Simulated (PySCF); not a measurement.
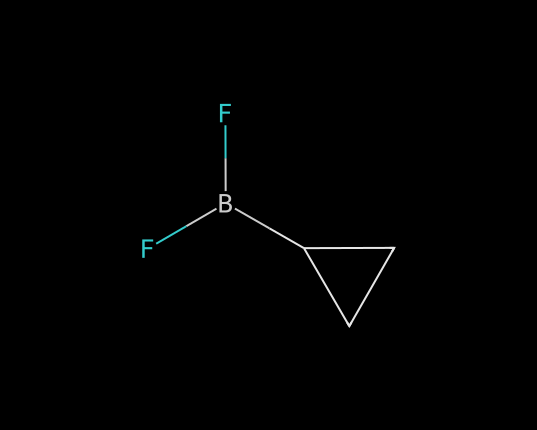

A structural formula.

**Give its SMILES.**

FB(F)C1CC1

**Give the formula, hydrogens included.**

C3H5BF2.

**An optimisation with PBE0-D3(BJ)/def2-SVP gave a structure of which point group?**

Cs. Other conformers may differ.

More results for the same structure follow; atom numbers are the same in all pictures, views and colours differ. Computed geometry: PBE0-D3(BJ)/def2-SVP optimisation. No frequency run is at hand to confirm it as a minimum.

Shape

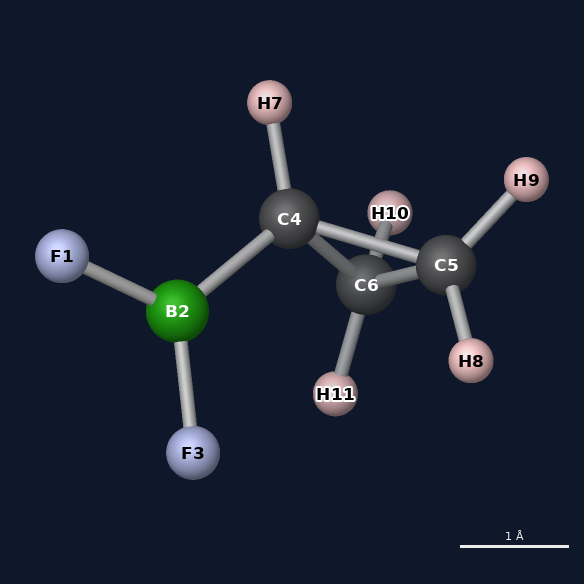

The atoms are numbered. No frequency run is at hand to confirm it as a minimum.

What are the angles F1–B2–F3, F1–B2–C4, F3–B2–C4, B2–C4–C5, B2–C4–H7, C5–C4–C6, C5–C4–H7, C4–C5–C6, C4–C5–H9, C4–C5–H8, C6–C5–H9, C6–C5–H8?

```csv
angle,degrees
F1–B2–F3,116.4
F1–B2–C4,122.8
F3–B2–C4,120.8
B2–C4–C5,117.7
B2–C4–H7,117.3
C5–C4–C6,58.3
C5–C4–H7,116.2
C4–C5–C6,60.8
C4–C5–H9,116.7
C4–C5–H8,117.4
C6–C5–H9,118.7
C6–C5–H8,118.3
```

Dipole moment

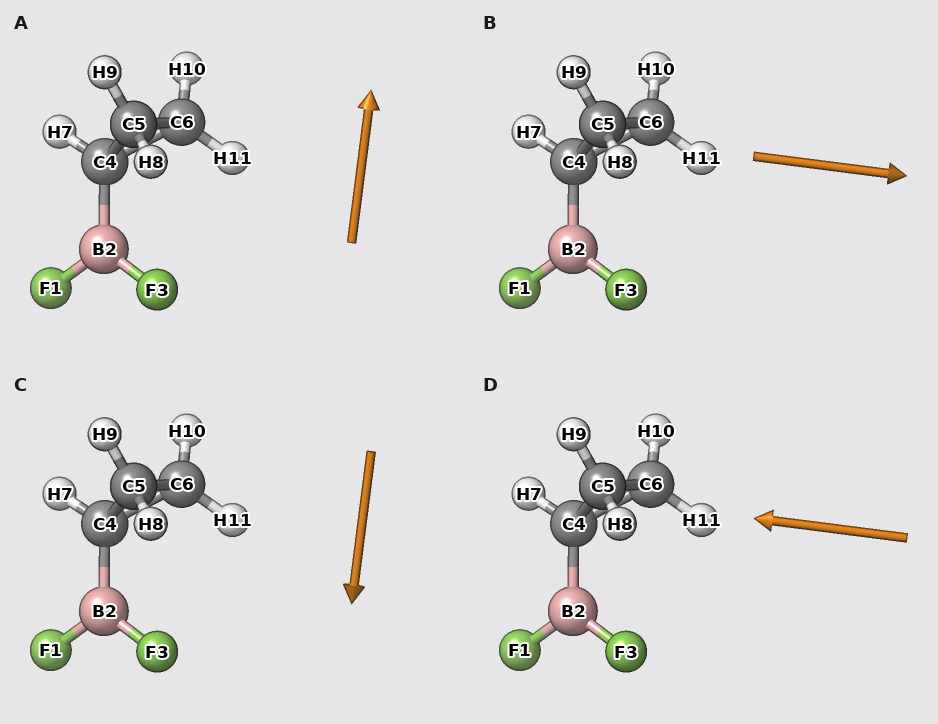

The same molecule four times, each with an arrow. No frequency run is at hand to confirm it as a minimum. Method: B97-2/pcJ-1, gas phase (PySCF 2.14.0).

**Which arrow points along the dipole moment, from the negative to the positive end?**

A. The dipole moment is 2.08 D; it points from the side of F1 to the side of H9, H10 (the outermost atoms at the two ends).

Spin–spin coupling

No frequency run is at hand to confirm it as a minimum. Properties computed with B3LYP/cc-pVTZ indirect spin-spin coupling, non-relativistic, gas phase (PySCF 2.14.0). Isotopes: 11B, 13C, 19F, 1H.

Give the spin–spin coupling constants of these pairs, with the number of bonds between them: F1/B2, B2/C4, F1/C4, B2/H7, F1/H7, B2/H11, B2/H8, B2/H9, B2/H10, F3/H7.

```tsv
pair	bonds apart	J (Hz)
F1, B2	1	−154.8
B2, C4	1	102.6
F1, C4	2	47.3
B2, H7	2	−0.9
F1, H7	3	−4.0
B2, H11	3	4.9
B2, H8	3	4.8
B2, H9	3	3.2
B2, H10	3	3.3
F3, H7	3	13.3
```

Density functionals are unreliable for couplings to fluorine, so those rows may be far off.

Core levels

No frequency run is at hand to confirm it as a minimum. Level of theory: delta-SCF UKS B3LYP, pcX-2 on the ionised atom, pcseg-1 elsewhere, spin-free X2C (PySCF 2.14.0).

Give the core-electron binding energies (to vacuum) of F1 1s, B2 1s, C4 1s, C5 1s.

```
atom  level  binding energy (eV)
  F1     1s                693.0
  B2     1s                199.5
  C4     1s                290.9
  C5     1s                291.3
```

Quadrupole coupling

No frequency run is at hand to confirm it as a minimum. Electric field gradients from the ground-state density, KT2/pcJ-1 (PySCF 2.14.0), non-relativistic apart from any core potentials.

Give the largest field-gradient component, the quadrupole coupling constant and the asymmetry for 11B at B2 (Q = 40.59 mb), 2H at H7 (Q = 2.86 mb), 2H at H8 (Q = 2.86 mb), 2H at H9 (Q = 2.86 mb).

```tsv
atom	V_zz (a.u.)	e²qQ/h (MHz)	η
B2	0.287	2.73	0.80
H7	0.294	0.198	0.08
H8	0.291	0.196	0.07
H9	0.295	0.198	0.08
```
